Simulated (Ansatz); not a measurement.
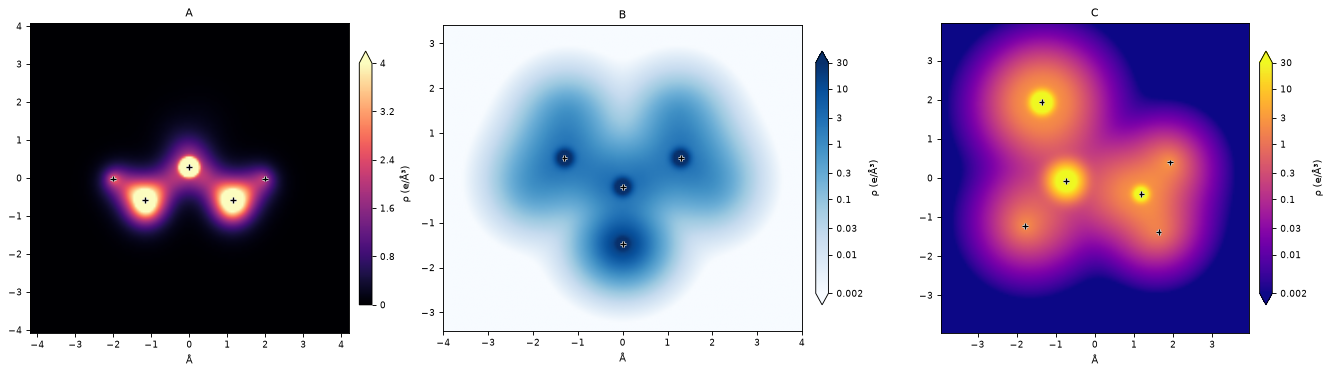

The electron density of 3 systems, each on a plane through atoms (crosses mark nuclei in the plane).

Computed with isolated molecule in a Gaussian basis; Kohn-Sham density functional theory, functional PBE0 (Ansatz 0.2.0).

System 1: C3H6F (SMILES C[C+](C)F) (charge +1), the plane of atoms C3, C2 and F4. Geometry: B3LYP-D3(BJ)/def2-SVP.

```xyz
10

C    -0.3197    1.1802    1.1855
C     0.1016    0.3155    0.0977
C     0.5011   -1.0772    0.1939
F     0.1232    0.8345   -1.0654
H     0.0534    0.8353    2.1601
H    -0.0995    2.2387    0.9788
H    -1.4315    1.0840    1.2141
H     0.3098   -1.6264   -0.7406
H     0.0869   -1.5682    1.0858
H     1.6089   -1.0486    0.3291
```

System 2: CH7N3O (SMILES NC(N)(N)O), the plane of atoms C1, N4 and H11. Geometry: B3LYP/6-31G*.

```xyz
12

C    -1.1817    0.5504    0.1891
N    -1.0434    0.9072    1.5849
N    -2.6172    0.6381   -0.1032
N    -0.2554    1.3961   -0.5419
O    -0.7851   -0.7696   -0.1633
H    -1.6274    0.2959    2.1514
H    -0.0724    0.7667    1.8525
H    -2.7623    0.5554   -1.1077
H    -2.9719    1.5448    0.1943
H    -0.5304    2.3696   -0.4445
H    -0.2602    1.1413   -1.5263
H    -1.5314   -1.3348    0.0953
```

System 3: CH3AlCl2, the plane of atoms C1, Al2 and Cl3. Geometry: r2SCAN-D4/def2-SVP.

```yaml
atoms:
  - { symbol: C, position_ang: [-1.3744, -0.0559, 0.2276] }
  - { symbol: Al, position_ang: [0.5220, 0.2078, -0.1695] }
  - { symbol: Cl, position_ang: [1.4898, -1.3040, -1.2828] }
  - { symbol: Cl, position_ang: [-0.5969, -0.7180, 1.8258] }
  - { symbol: H, position_ang: [-2.0405, 0.7568, 0.5457] }
  - { symbol: H, position_ang: [1.2819, 1.5346, 0.1950] }
  - { symbol: H, position_ang: [-1.9454, -0.8976, -0.1858] }
```

Q: Which map belongs to which system?

A: Panel A is system 2, CH7N3O: the plane holds C, N and H. C–N (1.45 Å): the density is about 2 e/Å³ at the midpoint. Panel B is system 1, C3H6F: the plane holds C and F. C–F (1.27 Å): the density is about 2.8 e/Å³ at the midpoint. Panel C is system 3, CH3AlCl2: the plane holds C, Al, Cl and H. C–Al (1.96 Å): ρ is about 0.71 e/Å³ halfway.
